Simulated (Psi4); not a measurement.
**SiHCl3 (SMILES Cl[SiH](Cl)Cl): levels of theory compared**

We compute a comparison of 6 runs (B3LYP/def2-SVPD, CAM-B3LYP/def2-SVPD, M06-L/def2-SVPD, PBE/def2-SVPD, PBE0/def2-SVPD, wB97X/def2-SVPD) of SiHCl3. 

Program for the calculation: Psi4 1.11.

2 further runs of the same task are left out: 1 that didn't finish, 1 set aside as unsound or not needed. Runs told in other sessions of the task aren't counted.

### 1 The molecule

The species is SiHCl3 (5 atoms), meant as a singlet with charge 0. As SMILES, `Cl[SiH](Cl)Cl`. The Si2–Cl3 distance was set to 3.653 Å, away from the relaxed value. At this shape a bond of the SMILES string is far longer than usual.

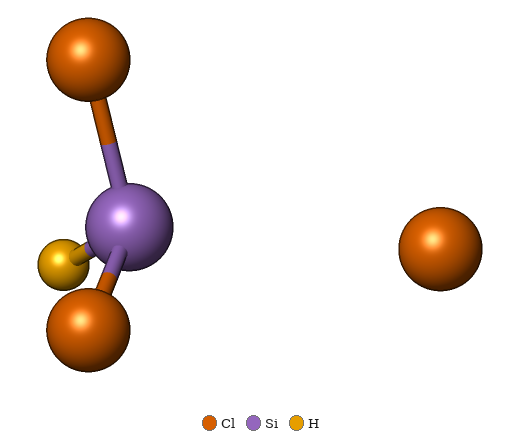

Viewed from a chosen angle; chlorine orange, silicon purple, hydrogen amber.

### 2 A single-point energy at B3LYP/def2-SVPD (run 1)

Contents of cl3hsi.xyz:

```xyz
5
Cl3HSi
Cl     1.611732    -2.128501     1.345252
Si    -0.160498    -1.569761     0.528812
Cl     0.017700     1.933700    -0.491290
Cl    -0.555218    -2.727591    -1.090818
H     -1.230508    -1.736131     1.521522
```

Contents of job.py:

```python
import psi4

psi4.set_memory(2200000000)
psi4.set_num_threads(1)
psi4.set_output_file('psi4.out', False)

with open('cl3hsi.xyz') as f:
    atoms = ''.join(f.readlines()[2:])
m = psi4.geometry('0 1\n' + atoms + 'symmetry c1')

psi4.set_options({
    'basis': 'def2-SVPD',
    'reference': 'rks',
    'puream': True,
    'e_convergence': 1e-09,
    'd_convergence': 1e-08,
    'scf_type': 'pk',
    'dft_radial_points': 99,
    'dft_spherical_points': 590,
})

e_tot, wfn = psi4.energy('b3lyp', molecule=m, return_wfn=True)
psi4.oeprop(wfn, 'QUADRUPOLE', 'MULLIKEN_CHARGES', 'MAYER_INDICES')
print(f'b3lyp energy: {e_tot:.10f} Eh')
for k, v in sorted(psi4.core.scalar_variables().items()):
    print(f'{k:45s} {v:18.10f}')
```

On the command line:

```
$ python job.py
```

psi4.out:

```text
[...]
  Running in c1 symmetry.
[...]
  Nuclear repulsion =  282.676169915692697
[...]
  Multiplicity = 1
[...]
  Nalpha       = 33
  Nbeta        = 33
[...]
    Number of basis functions: 113
[...]
   @RKS iter   1: -1670.08967273527492   -7.80271e-02   4.03447e-03 ADIIS/DIIS
[...]
   @RKS iter  14: -1670.26032656693678   -6.36646e-12   4.24282e-09 DIIS
[...]
  @RKS Final Energy: -1670.26032656693678
   => Energetics <=
    Nuclear Repulsion Energy =            282.6761699156926966
    One-Electron Energy =               -2868.8605450902396115
    Two-Electron Energy =                1001.2472549768559702
    DFT Exchange-Correlation Energy =     -85.3232063692458951
    Empirical Dispersion Energy =           0.0000000000000000
    VV10 Nonlocal Energy =                  0.0000000000000000
    Total Energy =                      -1670.2603265669367829
[...]
 Multipole Moments:
 ------------------------------------------------------------------------------------
     Multipole            Electronic (a.u.)      Nuclear  (a.u.)        Total (a.u.)
 ------------------------------------------------------------------------------------
 L = 1.  Multiply by 2.5417464519 to convert [e a0] to [Debye]
 Dipole X            :          1.4729563           -1.7155545           -0.2425982
 Dipole Y            :         -1.5670283           -0.9599983           -2.5270266
 Dipole Z            :         -0.9248489            1.7621156            0.8372667
 Magnitude           :                                                    2.6731503
 L = 2.  Multiply by 1.3450342976 to convert [e a0^2] to [Debye ang]
 Quadrupole XX       :       -208.7781839          171.3468719          -37.4313120
 Quadrupole XY       :         36.5881146          -35.2897484            1.2983662
[...]
  Mulliken Charges: (a.u.)
   Center  Symbol    Alpha    Beta     Spin     Total
       1    CL     8.66381  8.66381  0.00000 -0.32762
       2    SI     6.53541  6.53541  0.00000  0.92917
       3    CL     8.71707  8.71707  0.00000 -0.43413
       4    CL     8.66381  8.66381  0.00000 -0.32762
       5     H     0.41990  0.41990  0.00000  0.16019
   Total alpha = 33.00000, Total beta = 33.00000, Total charge =  0.00000
  Mayer Bond Indices:
[...]
```

The script printed:

```text
b3lyp energy: -1670.2603265669 Eh
CURRENT ENERGY                                  -1670.2603265669
CURRENT REFERENCE ENERGY                        -1670.2603265669
DD SOLVATION ENERGY                                 0.0000000000
DFT FUNCTIONAL TOTAL ENERGY                     -1670.2603265669
DFT TOTAL ENERGY                                -1670.2603265669
DFT VV10 ENERGY                                     0.0000000000
DFT XC ENERGY                                     -85.3232063692
GRID ELECTRONS ALPHA                               32.9999990344
GRID ELECTRONS BETA                                32.9999990344
GRID ELECTRONS TOTAL                               65.9999980688
NUCLEAR REPULSION ENERGY                          282.6761699157
ONE-ELECTRON ENERGY                             -2868.8605450902
PCM POLARIZATION ENERGY                             0.0000000000
PE ENERGY                                           0.0000000000
SCF ITERATION ENERGY                            -1670.2603265669
SCF ITERATIONS                                     14.0000000000
SCF TOTAL ENERGY                                -1670.2603265669
TWO-ELECTRON ENERGY                              1001.2472549769
XC GRID RADIAL POINTS                              99.0000000000
XC GRID SPHERICAL POINTS                          590.0000000000
XC GRID TOTAL POINTS                           279384.0000000000
```

Run time: 14 s. Hardware: 1 thread of AMD EPYC 9R45 (Zen 5), shared host; peak memory 0.75 GiB.

### 3 Energy and forces at CAM-B3LYP/def2-SVPD (run 2)

cl3hsi.xyz is that of step 2.

Contents of cl3hsi.py:

```python
import psi4

psi4.set_memory(2200000000)
psi4.set_num_threads(1)
psi4.core.set_output_file('cl3hsi.out', False)

with open('cl3hsi.xyz') as f:
    atoms = ''.join(f.readlines()[2:])
m = psi4.geometry('0 1\n' + atoms + 'symmetry c1')

psi4.set_options({
    'puream': True,
    'e_convergence': 1e-09,
    'd_convergence': 1e-08,
    'scf_type': 'pk',
    'dft_radial_points': 99,
    'dft_spherical_points': 590,
})

energy_value, wavefunction = psi4.gradient("cam-b3lyp/def2-SVPD", return_wfn=True)
print('gradient / Eh bohr^-1')
print(energy_value.np.round(6))
print(f'energy = {wavefunction.energy():.10f} Eh')
for k, v in sorted(psi4.core.scalar_variables().items()):
    print(f'{k:45s} {v:18.10f}')
```

On the command line:

```
$ python cl3hsi.py
```

cl3hsi.out:

```text
[...]
  Running in c1 symmetry.
[...]
  Nuclear repulsion =  282.676169915692697
[...]
  Multiplicity = 1
[...]
  Nalpha       = 33
  Nbeta        = 33
[...]
    Number of basis functions: 113
[...]
   @RKS iter   1: -1670.07162385943070   -2.01297e-01   3.86652e-03 ADIIS/DIIS
[...]
   @RKS iter  14: -1670.22832486333050   -1.88720e-11   5.98788e-09 DIIS
[...]
  @RKS Final Energy: -1670.22832486333050
   => Energetics <=
    Nuclear Repulsion Energy =            282.6761699156926966
    One-Electron Energy =               -2868.6032410657294349
    Two-Electron Energy =                 996.7207034551486231
    DFT Exchange-Correlation Energy =     -81.0219571684421851
    Empirical Dispersion Energy =           0.0000000000000000
    VV10 Nonlocal Energy =                  0.0000000000000000
    Total Energy =                      -1670.2283248633302719
[...]
 Multipole Moments:
 ------------------------------------------------------------------------------------
     Multipole            Electronic (a.u.)      Nuclear  (a.u.)        Total (a.u.)
 ------------------------------------------------------------------------------------
 L = 1.  Multiply by 2.5417464519 to convert [e a0] to [Debye]
 Dipole X            :          1.4538748           -1.7155545           -0.2616797
 Dipole Y            :         -1.8151045           -0.9599983           -2.7751028
 Dipole Z            :         -0.8468668            1.7621156            0.9152487
 Magnitude           :                                                    2.9338289
[...]
  -Total Gradient:
     Atom            X                  Y                   Z
    ------   -----------------  -----------------  -----------------
       1       -0.000344684969    -0.007986861900     0.001856797516
       2       -0.005069786532    -0.007928490122     0.006460986852
       3        0.001884402117     0.034176540944    -0.010081124220
       4        0.000052701686    -0.007877436496     0.002303202968
       5        0.003485401066    -0.010380858162    -0.000547721190
[...]
```

Standard output:

```text
gradient / Eh bohr^-1
[[-3.4500e-04 -7.9870e-03  1.8570e-03]
 [-5.0700e-03 -7.9280e-03  6.4610e-03]
 [ 1.8840e-03  3.4177e-02 -1.0081e-02]
 [ 5.3000e-05 -7.8770e-03  2.3030e-03]
 [ 3.4850e-03 -1.0381e-02 -5.4800e-04]]
energy = -1670.2283248633 Eh
CURRENT ENERGY                                  -1670.2283248633
CURRENT REFERENCE ENERGY                        -1670.2283248633
DD SOLVATION ENERGY                                 0.0000000000
DFT FUNCTIONAL TOTAL ENERGY                     -1670.2283248633
DFT TOTAL ENERGY                                -1670.2283248633
DFT VV10 ENERGY                                     0.0000000000
DFT XC ENERGY                                     -81.0219571684
GRID ELECTRONS ALPHA                               32.9999990333
GRID ELECTRONS BETA                                32.9999990333
GRID ELECTRONS TOTAL                               65.9999980666
NUCLEAR REPULSION ENERGY                          282.6761699157
ONE-ELECTRON ENERGY                             -2868.6032410657
PCM POLARIZATION ENERGY                             0.0000000000
PE ENERGY                                           0.0000000000
SCF ITERATION ENERGY                            -1670.2283248633
SCF ITERATIONS                                     14.0000000000
SCF TOTAL ENERGY                                -1670.2283248633
TWO-ELECTRON ENERGY                               996.7207034551
XC GRID RADIAL POINTS                              99.0000000000
XC GRID SPHERICAL POINTS                          590.0000000000
XC GRID TOTAL POINTS                           279384.0000000000
```

Run time: 26 s. Hardware: 1 thread of AMD EPYC 9R45 (Zen 5), shared host; peak memory 0.91 GiB.

Runs 3 to 5 aren't shown in full; the table further down has their settings and results.

### 4 The energy at wB97X/def2-SVPD (run 6)

Contents of cl3hsi.json:

```json
{
  "schema_name": "qcschema_input",
  "schema_version": 1,
  "molecule": {
    "schema_name": "qcschema_molecule",
    "schema_version": 2,
    "symbols": ["Cl", "Si", "Cl", "Cl", "H"],
    "geometry": [3.04573207, -4.02228395, 2.54215785, -0.30329726, -2.96641837, 0.99930985, 0.03344815, 3.65416341, -0.92840355, -1.04920996, -5.15439997, -2.06134727, -2.32532311, -3.28081211, 2.87525987],
    "molecular_charge": 0,
    "molecular_multiplicity": 1,
    "fix_symmetry": "c1",
    "fix_com": true,
    "fix_orientation": true
  },
  "driver": "energy",
  "model": {
    "method": "wb97x",
    "basis": "def2-SVPD"
  },
  "keywords": {
    "reference": "rks",
    "puream": true,
    "e_convergence": 1e-09,
    "d_convergence": 1e-08,
    "scf_type": "pk",
    "dft_radial_points": 99,
    "dft_spherical_points": 590,
    "scf_properties": ["MAYER_INDICES", "DIPOLE", "QUADRUPOLE"]
  }
}
```

On the command line:

```
$ psi4 --qcschema cl3hsi.json -n 1 --memory 2200MB
```

stdout:

```text
[...]
  Running in c1 symmetry.
[...]
  Nuclear repulsion =  282.676169958153139
[...]
  Multiplicity = 1
[...]
  Nalpha       = 33
  Nbeta        = 33
[...]
    Number of basis functions: 113
[...]
   @RKS iter   1: -1670.01762268487187   -2.82148e-01   3.84332e-03 DIIS/ADIIS
[...]
   @RKS iter  14: -1670.17232511693987   -1.12323e-10   6.09716e-09 DIIS
[...]
    Orbital Energies [Eh]
    ---------------------
    Doubly Occupied:
       1A   -101.564258     2A   -101.564240     3A   -101.413148
       4A    -66.320544     5A     -9.634312     6A     -9.634309
       7A     -9.480228     8A     -7.400870     9A     -7.400867
      10A     -7.393850    11A     -7.393849    12A     -7.392963
      13A     -7.392948    14A     -7.247593    15A     -7.239446
      16A     -7.239440    17A     -5.573839    18A     -3.936336
      19A     -3.933989    20A     -3.930652    21A     -1.053344
      22A     -1.024141    23A     -0.840104    24A     -0.723117
      25A     -0.592724    26A     -0.590332    27A     -0.542784
      28A     -0.507593    29A     -0.507181    30A     -0.494849
      31A     -0.357493    32A     -0.356153    33A     -0.356105
[...]
  @RKS Final Energy: -1670.17232511693987
   => Energetics <=
    Nuclear Repulsion Energy =            282.6761699581531389
    One-Electron Energy =               -2868.6298487325057067
    Two-Electron Energy =                 996.4907191785732721
    DFT Exchange-Correlation Energy =     -80.7093655211604215
    Empirical Dispersion Energy =           0.0000000000000000
    VV10 Nonlocal Energy =                  0.0000000000000000
    Total Energy =                      -1670.1723251169398736
[...]
 Multipole Moments:
 ------------------------------------------------------------------------------------
     Multipole            Electronic (a.u.)      Nuclear  (a.u.)        Total (a.u.)
 ------------------------------------------------------------------------------------
 L = 1.  Multiply by 2.5417464519 to convert [e a0] to [Debye]
 Dipole X            :        -28.2073758           27.9380097           -0.2693661
 Dipole Y            :        135.7318774         -138.6935180           -2.9616406
 Dipole Z            :         -8.2885568            9.2565173            0.9679605
 Magnitude           :                                                    3.1274303
 L = 2.  Multiply by 1.3450342976 to convert [e a0^2] to [Debye ang]
 Quadrupole XX       :       -220.4195287          183.1285275          -37.2910012
 Quadrupole XY       :         94.7714471          -94.0241092            0.7473379
[...]
```

The result, in JSON:

```text
{
 "driver": "energy",
 "model": {
  "method": "wb97x",
  "basis": "def2-SVPD"
 },
 "success": true,
 "return_result": -1670.1723251169399,
 "properties": {
  "calcinfo_nbasis": 113,
  "calcinfo_nmo": 113,
  "calcinfo_nalpha": 33,
  "calcinfo_nbeta": 33,
  "calcinfo_natom": 5,
  "nuclear_repulsion_energy": 282.67616995815314,
  "return_energy": -1670.1723251169399,
  "scf_one_electron_energy": -2868.6298487325057,
  "scf_two_electron_energy": 996.4907191785733,
  "scf_xc_energy": -80.70936552116042,
  "scf_dipole_moment": [-0.269366121028181, -2.9616405597482753, 0.9679604607565722],
  "scf_total_energy": -1670.1723251169399,
  "scf_iterations": 14
 }
}
```

It took 17 s on 1 thread of AMD EPYC 9R45 (Zen 5), shared host; peak memory 0.91 GiB.

### 5 Overview of the runs

```
run                level      task   energy (Eh)  dipole moment (D)  HOMO energy (eV)  LUMO energy (eV)  wall time
  1      B3LYP/def2-SVPD    energy  -1670.260327               6.79             -7.29             -5.48       14 s
  2  CAM-B3LYP/def2-SVPD  gradient  -1670.228325               7.46             -8.78             -4.47       26 s
  3      M06-L/def2-SVPD    energy  -1670.209150               6.66             -6.33             -5.85       29 s
  4        PBE/def2-SVPD    energy  -1669.491808               6.44             -6.26             -5.84       15 s
  5       PBE0/def2-SVPD  gradient  -1669.616852               6.98             -7.53             -5.34       18 s
  6      wB97X/def2-SVPD    energy  -1670.172325               7.95             -9.69             -3.61       17 s
```

### 6 Summary of results

```
            quantity           value
 run 6: total energy  -1670.17233 Eh
run 6: dipole moment          7.95 D
  run 6: HOMO energy        -9.69 eV
  run 6: LUMO energy        -3.61 eV
run 6: HOMO–LUMO gap         6.08 eV
```

**Reading.** The dipole moment (its size) runs from 6.44 D (PBE/def2-SVPD) to 7.95 D (wB97X/def2-SVPD). The HOMO–LUMO gap runs from 0.41 eV (PBE/def2-SVPD) to 6.08 eV (wB97X/def2-SVPD). Totals of different functionals can't be ranked against each other. In all runs a closed-shell determinant meets a far-stretched bond; if it breaks into open shells, such a determinant describes it badly, and no broken-symmetry solution was shown. All runs together took 2 min, the longest 29 s.
